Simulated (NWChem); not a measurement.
# NH (imidogen): levels of theory compared

Wanted: a comparison of 3 runs (U-r2SCAN/aug-cc-pVTZ, UBHLYP/aug-cc-pVTZ, UM06-2X/aug-cc-pVTZ) of NH (imidogen). 

The results are computed with NWChem 7.3.0.

### 1 The molecule

NH has 2 atoms, charge 0, and is taken as a triplet. As SMILES, `[NH]`. The bond length is the measured one.

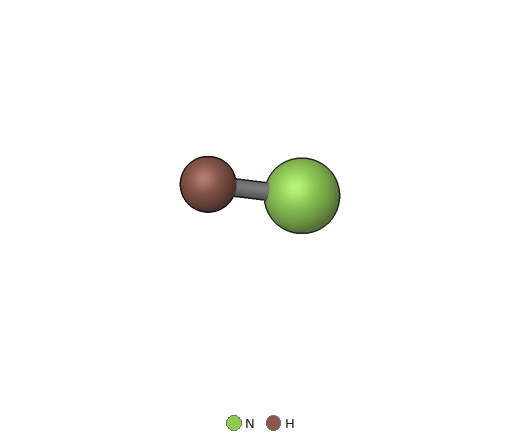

Viewed from a chosen angle; nitrogen green, hydrogen brown.

### 2 Energy and gradient at U-r2SCAN/aug-cc-pVTZ (run 1)

hn.xyz

```xyz
2
HN gradient
N      0.000000     0.000000     0.000000
H      0.000000     0.000000     1.036210
```

hn.nw

```
start hn
title "HN gradient"
memory stack 880 mb heap 220 mb global 1100 mb

geometry noautosym nocenter noautoz
   load format xyz hn.xyz
end

basis spherical bse
   * library aug-cc-pVTZ
end

dft
   xc r2scan
   mult 3
   grid xfine
   convergence energy 1e-08
   iterations 100
   mulliken
   noprint "final vectors analysis"
end

task dft gradient
```

Command:

```console
nwchem hn.nw > hn.out
```

Log:

```text
[...]
          Wavefunction type:  spin polarized.
          No. of atoms     :     2
          No. of electrons :     8
[...]
          Charge           :     0
          Spin multiplicity:     3
[...]
          AO basis - number of functions:    69
[...]
              XC Information
              --------------
                      r^2SCAN Method XC Functional
               r^2SCAN metaGGA Exchange Functional  1.000
                     r^2SCAN Correlation Potential  1.000
[...]
 d= 0,ls=0.0,diis     1    -55.1863968457 -5.88D+01  2.59D-03  8.10D-02     1.3
[...]
 d= 0,ls=0.0,diis     8    -55.2141173673 -5.02D-09  6.32D-07  3.18D-09     9.8
[...]
         Total DFT energy =      -55.214117367287
      One electron energy =      -81.633811512094
           Coulomb energy =       30.001475134180
    Exchange-Corr. energy =       -7.156578320992
 Nuclear repulsion energy =        3.574797331620
[...]
      Total Density - Mulliken Population Analysis
     ---------------------------------------------
    Atom       Charge   Shell Charges
 -----------   ------   -------------------------------------------------------
    1 N    7     7.23   1.95  0.25  1.02  0.71  0.05  0.89  1.49  0.81  0.04  0.00  0.01  0.00  0.00  0.00
    2 H    1     0.77   0.27  0.43  0.01 -0.00  0.01  0.03  0.01  0.00  0.01
[...]
      <S2> =      2.0091 (Exact =     2.0000)
[...]
  wavefunction    = open shell
                         DFT ENERGY GRADIENTS
    atom               coordinates                        gradient
                 x          y          z           x          y          z
   1 N       0.000000   0.000000   0.000000    0.000000   0.000000   0.003352
   2 H       0.000000   0.000000   1.958153   -0.000000  -0.000000  -0.003352
[...]
```

Wall time 14 s (1 thread of Intel Xeon Platinum 8488C (Sapphire Rapids), shared host); peak memory 0.12 GiB.

### 3 Energy and forces at UBHLYP/aug-cc-pVTZ (run 2)

hn.nw

```
START hn
memory total 2200 mb

GEOMETRY units angstrom noautosym nocenter noautoz
  N        0.000000       0.000000       0.000000
  H        0.000000       0.000000       1.036210
END

BASIS spherical bse
  * library aug-cc-pVTZ
END

DFT
  xc bhlyp
  mult 3
  grid xfine
  convergence energy 1e-08
  iterations 100
  mulliken
  print medium
END

TASK dft gradient
```

Command:

```console
nwchem hn.nw > hn.out
```

Log:

```text
[...]
          Wavefunction type:  spin polarized.
          No. of atoms     :     2
          No. of electrons :     8
[...]
          Charge           :     0
          Spin multiplicity:     3
[...]
          AO basis - number of functions:    69
[...]
              XC Information
              --------------
                        BHLYP Method XC Functional
                     Hartree-Fock (Exact) Exchange  0.500
                        Slater Exchange Functional  0.500 local
                    Becke 1988 Exchange Functional  0.500 non-local
              Lee-Yang-Parr Correlation Functional  1.000
[...]
 d= 0,ls=0.0,diis     1    -55.1941915580 -5.88D+01  2.16D-03  7.56D-02     1.1
[...]
 d= 0,ls=0.0,diis     9    -55.2211992959 -7.39D-09  1.52D-07  8.40D-11     8.3
[...]
         Total DFT energy =      -55.221199295880
      One electron energy =      -81.658047504869
           Coulomb energy =       30.028821164320
    Exchange-Corr. energy =       -7.166770286951
 Nuclear repulsion energy =        3.574797331620
[...]
      Total Density - Mulliken Population Analysis
     ---------------------------------------------
    Atom       Charge   Shell Charges
 -----------   ------   -------------------------------------------------------
    1 N    7     7.25   1.95  0.25  1.03  0.70  0.05  0.90  1.50  0.82  0.03  0.00  0.01  0.00  0.00  0.00
    2 H    1     0.75   0.27  0.41  0.01 -0.00  0.01  0.03  0.01  0.00  0.01
[...]
      <S2> =      2.0075 (Exact =     2.0000)
[...]
  wavefunction    = open shell
                         DFT ENERGY GRADIENTS
    atom               coordinates                        gradient
                 x          y          z           x          y          z
   1 N       0.000000   0.000000   0.000000    0.000000   0.000000  -0.006406
   2 H       0.000000   0.000000   1.958153   -0.000000  -0.000000   0.006406
[...]
```

Run time: 11 s. Hardware: 1 thread of Intel Xeon Platinum 8488C (Sapphire Rapids), shared host; peak memory 0.12 GiB.

### 4 Energy and gradient at UM06-2X/aug-cc-pVTZ (run 3)

sp.nw

```
start sp
title "HN gradient"
memory 2200 mb
charge 0

geometry noautosym nocenter noautoz
 N      0.000000     0.000000     0.000000
 H      0.000000     0.000000     1.036210
end

basis spherical bse
 * library aug-cc-pVTZ
end

dft
 xc m06-2x
 mult 3
 grid xfine
 convergence energy 1e-08
 maxiter 100
 mulliken
 print medium
end

task dft gradient
```

Command:

```console
nwchem sp.nw > sp.out
```

Log:

```text
[...]
          Wavefunction type:  spin polarized.
          No. of atoms     :     2
          No. of electrons :     8
[...]
          Charge           :     0
          Spin multiplicity:     3
[...]
          AO basis - number of functions:    69
[...]
              XC Information
              --------------
                       M06-2X Method XC Functional
                     Hartree-Fock (Exact) Exchange  0.540
                        M06-2X Exchange Functional  1.000
                      M06-2X Correlation Potential  1.000
[...]
 d= 0,ls=0.0,diis     1    -55.1932462427 -5.88D+01  2.23D-03  7.52D-02     1.4
[...]
 d= 0,ls=0.0,diis     9    -55.2180542533 -3.89D-09  8.30D-08  1.31D-10    12.4
[...]
         Total DFT energy =      -55.218054253295
      One electron energy =      -81.614282443656
           Coulomb energy =       29.975670308557
    Exchange-Corr. energy =       -7.154239449815
 Nuclear repulsion energy =        3.574797331620
[...]
      Total Density - Mulliken Population Analysis
     ---------------------------------------------
    Atom       Charge   Shell Charges
 -----------   ------   -------------------------------------------------------
    1 N    7     7.30   1.95  0.25  1.03  0.75  0.05  0.90  1.47  0.84  0.04  0.00  0.01  0.00  0.00 -0.00
    2 H    1     0.70   0.27  0.38  0.00 -0.00  0.01  0.02  0.00  0.00  0.01
[...]
      <S2> =      2.0074 (Exact =     2.0000)
[...]
  wavefunction    = open shell
                         DFT ENERGY GRADIENTS
    atom               coordinates                        gradient
                 x          y          z           x          y          z
   1 N       0.000000   0.000000   0.000000    0.000000   0.000000  -0.000391
   2 H       0.000000   0.000000   1.958153   -0.000000  -0.000000   0.000391
[...]
```

Run time: 17 s. Hardware: 1 thread of Intel Xeon Platinum 8488C (Sapphire Rapids), shared host; peak memory 0.12 GiB.

### 5 The series

| run | level | energy (Eh) | dipole moment (D) | ⟨S²⟩ | largest force (eV/Å) | wall time |
| --- | --- | --- | --- | --- | --- | --- |
| 1 | U-r2SCAN/aug-cc-pVTZ | -55.214117 | 1.52 | 2.009 | 0.172 | 14 s |
| 2 | UBHLYP/aug-cc-pVTZ | -55.221199 | 1.57 | 2.007 | 0.329 | 11 s |
| 3 | UM06-2X/aug-cc-pVTZ | -55.218054 | 1.55 | 2.007 | 0.020 | 17 s |

### 6 What came out

```
                                 quantity         value
                      run 3: total energy  -55.21805 Eh
                     run 3: dipole moment        1.55 D
run 3: HOMO energy (highest over α and β)     -11.28 eV
 run 3: LUMO energy (lowest over α and β)      -1.81 eV
                              run 3: ⟨S²⟩         2.007
          run 3: largest force on an atom    0.020 eV/Å
```

In words: The dipole moment (its size) runs from 1.52 D (U-r2SCAN/aug-cc-pVTZ) to 1.57 D (UBHLYP/aug-cc-pVTZ). Totals of different functionals can't be ranked against each other. All runs together took 42 s, the longest 17 s.
